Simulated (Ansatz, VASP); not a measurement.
# Cross-check of Be (Beryllium) between VASP and Ansatz

Aim: how closely do two programs agree when they are given the same cell, functional and k mesh? The cell is a member of a volume series, scaled by 0.98 from a relaxed one, so a pressure remains.

Calculated with Ansatz 0.2.0; plane waves, with VASP 6.6.1 beside it; single point at PBEsol.

## Step 1: The starting structure

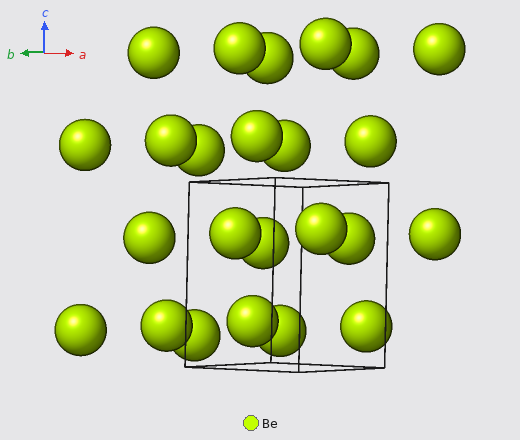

The cell as given, from a free direction (beryllium green). 2×3×2 cells are drawn.

## Step 2: Ansatz: single point, PBEsol

Ansatz runs on its default PAW (the set named soft_2) files.

A single point gives forces, pressure and levels at one fixed geometry, so differences don't come from the geometry; what else differs is listed under the comparison.

File input.yaml:

```yaml
crystal:
  lattice:
    - [2.2483449291, 0.0, 0.0]
    - [-1.1241724646, 1.9471238251, 0.0]
    - [0.0, 0.0, 3.520294412]
  atoms:
    - { symbol: Be, position: [0.3333333333, 0.6666666667, 0.25] }
    - { symbol: Be, position: [0.6666666667, 0.3333333333, 0.75] }
hamiltonian:
  xc: pbesol
  pseudopotentials: { kind: paw }
kpoints:
  mp_grid: { grid: [13, 13, 8] }
scf:
  occupations: { method: methfessel_paxton, width: 0.2 }
  n_extra_bands: 4
output:
  forces: true
  stress: true
  eigenvalues: true
  write_density: true
  write_potential: true
  elf: true
  volumetric_format: npy
```

The run is started by

```sh
> ansatz run input.yaml --threads 2 --pin off --max-ram 4608MiB --backend cpu --events-out ev --progress --plain --runs-dir out
```

Numbers of over 12 decimals in the logs are rounded to 6 here.

The log of the run:

```text
scf.n_extra_bands = 4 over 2 filled bands (N_el = 4.0): the run solves 6 bands
Engine: ansatz 0.2.0, x86_64-unknown-linux-gnu
Pseudopotentials: kind: paw
Pseudopotential: Be, paw, valence charge 2, recommended cutoff 420 eV (normal), Be.paw.azcp
Functional definition: PBEsol
  exchange = pbesol_x
  correlation = pbesol_c
Crystal: 2 atoms, lattice volume = 15.411 Å³
Basis set: ecut = 420 eV, 299 PW (Γ), exchange–correlation on 32×32×48 points (8 copies of the dense FFT grid, shifted against one another)
Bands: 6, of which v1, the nominal top of the filled ones, is band 2 counted from 1 (1 counted from 0)
Symmetry: 24 space group operations
Space group: P63/mmc (ITA 194), of the structure as read, at distance tolerance 2.5e-5 Å
k-points: 105 of 1352
Non-local potential: Be, projectors of the file, l = 0: 2, l = 1: 2, l = 2: 1
PAW form: soft (Blöchl's): semilocal exchange-correlation on the pseudo side does not see the compensation charge
PAW frozen core: Be, regenerated for the run's functional, and the local potential with it (the file was generated under x = pbe(κ = 0.804, μ = 0.219515), c = pbe(β = 0.066725))
PAW one-centre angular grid: Be, 110 points (default); XC on 64 Gauss nodes
Initial density: superposition of atomic densities (neutral atoms: chi_scale 0, normalization atom), corrected by the library's trained network
Initial wavefunctions: pseudopotential atomic-orbital guess
Functional: x = pbesol(κ = 0.804, μ = 0.123457), c = pbesol(β = 0.046)
SCF iter   1: F=—  HF=-180.695250 eV  |F-HF|=—  |Δ(HF+E_count)|=         —  Δρ=1.44e-3  dr2=2.44e-4  ethr=1.77e-3  ⟨swp⟩=5.3  Hψ=5296  notcnv=0
preconditioner: auto → none  [insulator: Δε(μ)=0.148 eV  Ē_g=13.119 eV  σ=0.200 eV  W_gap=0.58  n_scr=2 (ndim 8)  ℏωp=18.9 eV  f_vac=0.000  D(μ)=0.11/eV (n_scr^D=0)  ε∞_Penn≈3.1]
SCF iter   2: F=—  HF=-180.695167 eV  |F-HF|=—  |Δ(HF+E_count)|=   8.37e-5  S|Δr|=    0.00e0  Δρ=6.64e-4  dr2=4.99e-5  ethr=6.09e-6  ⟨swp⟩=1.3  Hψ=1501  notcnv=0
SCF iter   3: F=—  HF=-180.695153 eV  |F-HF|=—  |Δ(HF+E_count)|=   1.35e-5  S|Δr|=    0.00e0  Δρ=1.82e-5  dr2=2.08e-8  ethr=2.50e-9  ⟨swp⟩=6.1  Hψ=3578  notcnv=0
SCF iter   4: F=-180.695153 eV  HF=-180.695153 eV  |F-HF|=1.63e-11  |Δ(HF+E_count)|=   3.29e-8  S|Δr|=    0.00e0  Δρ=1.96e-6  dr2=2.70e-10  ethr=5.19e-10  ⟨swp⟩=4.1  Hψ=2292  notcnv=0
SCF 1 converged in 4 iterations: F = -180.695153 eV  dr2 = 2.70e-10
  greatest PAW one-centre occupation: 0.366 electrons in one spin orbital (limit 2), on the Be atom at site 1 (counted from 0), in its partial waves of l = 0
SCF converged after 4 iterations
Stability not checked: this state was not tested for a lower state beside it, because cold or Methfessel-Paxton smearing, or corrected tetrahedra, fill the levels in a way that the test cannot read (fill_not_monotonic; see scf.lower_state_search)
Free energy (F): -180.695153 eV
Harris-Foulkes:  -180.695153 eV  (|F-HF|=1.63e-11)
Internal energy: -180.695687 eV  (E = F + TS)
E sigma→0 (E₀):  -180.695286 eV
Entropy (-TS):   0.000534 eV (0.267 meV/atom)
Fermi energy:    8.157455 eV
Step filling:    the computed levels leave a gap of 0.1467 eV = 0.7 smearing widths at the electron count; against every level under it full and every level over it empty, smearing changes F+E_penalty+E_count by +0.221 meV and its σ→0 estimate by +0.087 meV
--- Per-component energies (eV) ---
  E_band       = 12.842306
  E_kinetic    = 42.828131
  E_local      = 5.815728  (includes V_loc(G=0)·N_el)
  E_nonlocal   = 8.965084
  E_hartree    = 0.085914
  E_xc         = -39.696696
  E_vxc        = -42.164079  (∫ρ·V_xc dr)
  E_paw        = -114.511071  (= ΣΔE_a)
  E_vpaw       = -2.774391  (= ΣTr[D̂ρ^β])
  E_aug_tail   = -0.000001  (compensation charges beyond the density's cutoff)
  E_ewald      = -84.201839
  E_core_change = 0.019063  (= ΣΔE_core)
  E_smearing   = 0.000534  (= −TS)
  E_closure    = -0.000000  (closes the sum)
  Σ components = -180.695153   (vs F -180.695153, Δ=0.00e0)
--- Forces (eV/Å), atoms counted from 1 ---
  atom   1  Be     0.00000000     0.00000000    -0.00000000
  atom   2  Be    -0.00000000    -0.00000000     0.00000000
  max |Σ_I F_I| component: 3.70e-17 eV/Å
--- Stress (GPa, compression-positive) ---
        2.176208       0.000000      -0.000000
        0.000000       2.176208      -0.000000
       -0.000000      -0.000000       2.576642
  P = ⅓ Tr σ = 2.3097 GPa (23.097 kbar)
--- Band table (eV; the first three rows and the last of 105) ---
  k-point 0: bands = ["-3.1291", "3.8533", "9.6553", "24.5390", "24.5390", "27.4715"]
  k-point 1: bands = ["-2.9918", "3.1116", "10.7216", "24.6665", "24.6665", "27.4290"]
  k-point 2: bands = ["-2.5800", "1.6880", "13.1105", "25.0349", "25.0349", "26.2271"]
  k-point 104: bands = ["6.6266", "6.6266", "9.2059", "9.2059", "14.9831", "14.9831"]
```

The job ended after 0.67 s (2 threads of Intel Xeon 6975P-C (Granite Rapids), shared host; peak memory 0.29 GiB).

Reading the cycles: dr2 is the Hartree energy of the density residual (eV), the measure of convergence; HF is the Harris–Foulkes estimate of the energy, which meets the free energy F at convergence.

The run ends at a pressure of 2.31 GPa.

## Step 3: VASP: single point, PBEsol

The same cell, functional, mesh and smearing now go to VASP, with its own data sets and cutoff.

Lines of VASP's logs that name or quote its potential files are left out, and so is its time.

File INCAR:

```
SYSTEM = Be
PREC = Accurate
ENCUT = 400
EDIFF = 1E-06
NELM = 100
ISMEAR = 1
SIGMA = 0.2
LREAL = .FALSE.
ALGO = Normal
GGA = PS
NBANDS = 8
LORBIT = 11
LWAVE = .FALSE.
LCHARG = .FALSE.
KPAR = 2
ISIF = 2
```

File POSCAR:

```
Be
1.0
    2.2483449291      0.0000000000      0.0000000000
   -1.1241724646      1.9471238251      0.0000000000
    0.0000000000      0.0000000000      3.5202944120
Be
2
Direct
    0.3333333333      0.6666666667      0.2500000000
    0.6666666667      0.3333333333      0.7500000000
```

File KPOINTS:

```
Automatic mesh
0
Gamma
13 13 8
0 0 0
```

The projector-augmented-wave data sets are Be (PBE family, release 64).

The run is started by

```sh
> mpirun -np 2 vasp_std
```

The log of the run:

```text
[banner, memory and clock lines left out]
running    2 mpi-ranks, on    1 nodes
 distrk:  each k-point on    1 cores,    2 groups
 distr:  one band on    1 cores,    1 groups

 POSCAR found type information on POSCAR Be
 POSCAR found :  1 types and       2 ions
|                                                                             |
|               ----> ADVICE to this user running VASP <----                  |
|                                                                             |
|     You enforced a specific xc type in the INCAR file but a different       |
|     [... a line on the potential file left out ...]
|     I HOPE YOU KNOW WHAT YOU ARE DOING!                                     |
|                                                                             |

 LDA part: xc-table for (Slater+PW92), standard interpolation
 POSCAR, INCAR and KPOINTS ok, starting setup
 FFT: planning ... GRIDC
 FFT: planning ... GRID_SOFT
 FFT: planning ... GRID
 WAVECAR not read
 entering main loop
       N       E                     dE             d eps       ncg     rms          rms(c)
DAV:   1    -0.507740592452E+01   -0.50774E+01   -0.15447E+03  1736   0.333E+02
DAV:   2    -0.801273507958E+01   -0.29353E+01   -0.27938E+01  2736   0.396E+01
DAV:   3    -0.802369407365E+01   -0.10959E-01   -0.10923E-01  1760   0.206E+00
DAV:   4    -0.802370031849E+01   -0.62448E-05   -0.62447E-05  2520   0.534E-02
DAV:   5    -0.802370031911E+01   -0.61374E-09   -0.51332E-09  1800   0.230E-04    0.128E+00
DAV:   6    -0.799893208766E+01    0.24768E-01   -0.29766E-03  1720   0.588E-01    0.776E-01
DAV:   7    -0.798867984855E+01    0.10252E-01   -0.41621E-03  1864   0.604E-01    0.159E-02
DAV:   8    -0.798867735155E+01    0.24970E-05   -0.12995E-05  1928   0.278E-02    0.658E-03
DAV:   9    -0.798867799329E+01   -0.64174E-06   -0.48992E-07  1944   0.495E-03
   1 F= -.79886780E+01 E0= -.79888525E+01  d E =0.523529E-03
```

From OUTCAR (step 3):

```text
ion  position               nearest neighbor table
   1  0.333  0.667  0.250-   2 2.19   2 2.19   2 2.19   2 2.19   2 2.19   2 2.19
   2  0.667  0.333  0.750-   1 2.19   1 2.19   1 2.19   1 2.19   1 2.19   1 2.19

  LATTYP: Found a hexagonal cell.
 ALAT       =     2.2483449291
 C/A-ratio  =     1.5657270228

 Subroutine GETGRP returns: Found 24 space group operations
 (whereof 12 operations were pure point group operations)

The static configuration has the point symmetry D_3d.
 The point group associated with its full space group is D_6h.

 Found    105 irreducible k-points:

   k-points           NKPTS =    105   k-points in BZ     NKDIM =    105   number of bands    NBANDS=      8

   dimension x,y,z NGX =    16 NGY =   16 NGZ =   24
   dimension x,y,z NGXF=    32 NGYF=   32 NGZF=   48

   ENCUT  =  400.0 eV  29.40 Ry    5.42 a.u.   3.67  3.67  5.74*2*pi/ulx,y,z

   NELECT =       4.0000    total number of electrons

 k-points in reciprocal lattice and weights: Automatic mesh
   0.00000000  0.00000000  0.00000000       0.001
   0.07692308  0.00000000  0.00000000       0.004
   0.15384615  0.00000000  0.00000000       0.004
   0.23076923  0.00000000  0.00000000       0.004
   0.30769231  0.00000000  0.00000000       0.004
   0.38461538 -0.00000000  0.00000000       0.004
   0.46153846  0.00000000  0.00000000       0.004
   0.07692308  0.07692308  0.00000000       0.004
   0.15384615  0.07692308  0.00000000       0.009
[...]
0.38461538  0.23076923  0.50000000       0.004
   0.30769231  0.30769231  0.50000000       0.004

 average (electrostatic) potential at core
       1 -32.5855       2 -32.5855

 E-fermi :   7.0359

 k-point     1 :       0.0000    0.0000    0.0000
  band No.  band energies     occupation
      1      -4.2570      2.00000
      2       2.7305      2.00000
      3       8.5404     -0.00000
      4      23.4282      0.00000
      5      23.4282      0.00000
      6      26.3563      0.00000
      7      26.3563      0.00000
    ...

 k-point     2 :       0.0769    0.0000    0.0000
  band No.  band energies     occupation
      1      -4.0864      2.00000
      2       2.9567      2.00000
      3       8.5831     -0.00000
      4      22.0623      0.00000
      5      22.4417      0.00000
      6      26.3814      0.00000
      7      26.8440      0.00000
    ...

 k-point     3 :       0.1538    0.0000    0.0000
  band No.  band energies     occupation
      1      -3.5741      2.00000
      2       3.6339      2.00000
      3       8.6840     -0.00000
      4      19.1498      0.00000
      5      20.7758      0.00000
      6      26.2074      0.00000
      7      26.9449      0.00000
    ...

  Total        0.2396116      0.2396116      0.2869762     -0.0000000     -0.0000000      0.0000000
  in kB       24.9105253     24.9105253     29.8346497     -0.0000000     -0.0000000      0.0000000
  external PRESSURE =      26.5519001 kB  Pullay stress =       0.0000000 kB

  energy-cutoff  :      400.00
  volume of cell :       15.41
      direct lattice vectors                 reciprocal lattice vectors
     2.248344929  0.000000000  0.000000000     0.444771613  0.256789010  0.000000000
    -1.124172465  1.947123825  0.000000000     0.000000000  0.513578021  0.000000000
     0.000000000  0.000000000  3.520294412     0.000000000  0.000000000  0.284067150

 POSITION                                       TOTAL-FORCE (eV/Angst)
 -----------------------------------------------------------------------------------
     -0.00000      1.29808      0.88007        -0.000000     -0.000000      0.000000
      1.12417      0.64904      2.64022         0.000000      0.000000      0.000000
 -----------------------------------------------------------------------------------
    total drift:                                0.000000     -0.000000      0.000000

  FREE ENERGIE OF THE ION-ELECTRON SYSTEM (eV)
  ---------------------------------------------------
  free  energy   TOTEN  =        -7.9886779933 eV

  energy  without entropy=       -7.9892015218  energy(sigma->0) =       -7.98885250

 total charge
# of ion       s       p       d       tot
------------------------------------------
    1        0.412   0.796   0.000   1.208
    2        0.412   0.796   0.000   1.208
--------------------------------------------------
tot          0.824   1.592   0.000   2.416

[... 3 further parts left out ...]
```

The run ends at a pressure of 2.66 GPa.

## Step 4: Side by side

Known differences besides the PAW data sets themselves: the cutoff is 420 eV in Ansatz and 400 eV in VASP; Ansatz makes its cores anew for this functional, VASP keeps those of its PBE data sets; VASP leaves aspherical gradient terms in its spheres out (LASPH is not set), Ansatz keeps them. Total energies have different zeros and are not compared.

Compared:

```csv
quantity,Ansatz,VASP,difference
pressure (GPa),2.31,2.66,-0.35
```

## Step 5: Outcome

- difference in pressure (single point, PBEsol, volume scaled by 0.98): -0.35 GPa

What this shows: The difference in pressure is -0.35 GPa (single point, PBEsol), within the 1 GPa picked in this series as the mark of a large difference. How closely two codes agree says nothing of how well the functional describes the real material.

[Lines on the potential files, build, host, timing and source positions are cut from VASP's logs without a mark.]

[Logs are printed without paths, hosts, clocks, repeated set-up lines and the standing remarks that a program may print on its own settings, such as how far it seeks lower states.]

[Hosts, paths, dates, database ids (printed as entryN), source tags and the programs' standing remarks are cut or masked in the printed files.]
